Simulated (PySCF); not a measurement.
**W(OH)₂: relaxation and vibrations of the triplet**

Where does triplet W(OH)₂ go from a bent start, is the end point a minimum, and what are its modes, charges and moments?

Method: PBE0, basis W def2-TZVP with ECP60, O def2-TZVP, H def2-TZVP, scalar-relativistic core potentials, no spin–orbit coupling, density fitting; program: PySCF 2.14.0.

## (1) Where the work starts

5 atoms, charge 0, spin multiplicity 3.

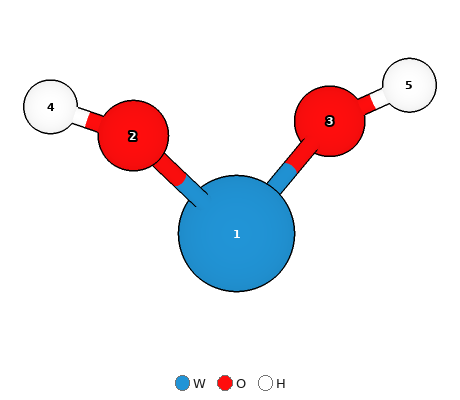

Start geometry, drawn with tungsten blue, oxygen red, hydrogen white; atoms are numbered from 1 in the order of the file.

Z-matrix (Å, degrees; charge 0 multiplicity 3):
```
W
O  1 2.0000
O  1 2.0000 2 110.00
H  2 0.9600 1 130.00 3 90.00
H  3 0.9600 1 130.00 2 90.00
```

## (2) The SCF at the typed geometry

The steps below are one call of a driver around PySCF. For each, scf.py gives the equivalent set-up of the SCF; relaxations use the driver's own optimiser. After this first run the driver tries any further starts and a stability analysis.

Contents of scf.py:

```python
from pyscf import gto, scf, dft
mol = gto.M(atom='''
W      0.000000     0.000000     0.000000
O      1.638300     0.000000     1.147200
O     -1.638300     0.000000     1.147200
H      2.143800    -0.735400     1.501100
H     -2.143800     0.735400     1.501100''',
    basis={'W': 'def2-TZVP', 'O': 'def2-TZVP', 'H': 'def2-TZVP'},
    ecp={'W': 'def2-TZVP'},
    charge=0, spin=2)
mf = dft.UKS(mol, xc='PBE0')
mf.grids.atom_grid = (50, 194)
aux = {'W': 'def2-universal-JKFIT', 'O': 'def2-universal-JKFIT', 'H': 'def2-universal-JKFIT'}
mf = mf.density_fit(auxbasis=aux)
mf.conv_tol = 1e-08
mf.diis_space = 10
mf.max_cycle = 60
mf.init_guess = 'minao'
mf.verbose = 4
mf.kernel()
```

On the command line:

```
$ OMP_NUM_THREADS=4 python axn.py task.json out
```

The runs that follow: Relaxation: bent start, triplet; Frequencies.

Q: Predict the outcome of this session. Wanted: minimum; geometry; wavenumbers; dipole moment; highest occupied, lowest empty level; polar-tensor charge of W1; zero-point energy; atomisation energy; ⟨S²⟩.

**Answer**, as computed:

| quantity | value |
| --- | --- |
| minimum | triplet, D∞h |
| geometry | O–H 0.953 Å (×2), W–O 1.822 Å (×2); H–O–W 180.0° (×2), O–W–O 180.0° |
| wavenumbers (cm⁻¹) | 59 (πu), 458 (πu), 484 (πg), 767 (σu+), 822 (σg+), 3996 (σu+), 4000 (σg+) |
| dipole moment | 0.00 D |
| highest occupied, lowest empty level (either spin) | -4.76, -1.42 eV |
| polar-tensor charge of W1 | +0.66 e |
| zero-point energy | 69.3 kJ/mol |
| entropy at 298.15 K | 300.2 J/(mol K) |
| atomisation energy (no zero-point energy) | 1816 kJ/mol |
| ⟨S²⟩ | 2.017 |

**Reading.** From C2 at the start the molecule goes to a D∞h minimum. In the infrared the band at 3996 cm⁻¹ (σu+) leads. The dipole vanishes although W1 carries +0.7 e by the polar tensor: the bond dipoles cancel. Most of the spin sits on W1 (Mulliken spin 2.12, against 2 for the whole molecule). The first SCF alone would have been 32 kJ/mol too high. Other starts or spin states, not run here, may lie lower. Open d and f shells are described by one determinant, and the ground state may have another occupation or spin. Spin–orbit coupling, left out here, can matter for elements this heavy.
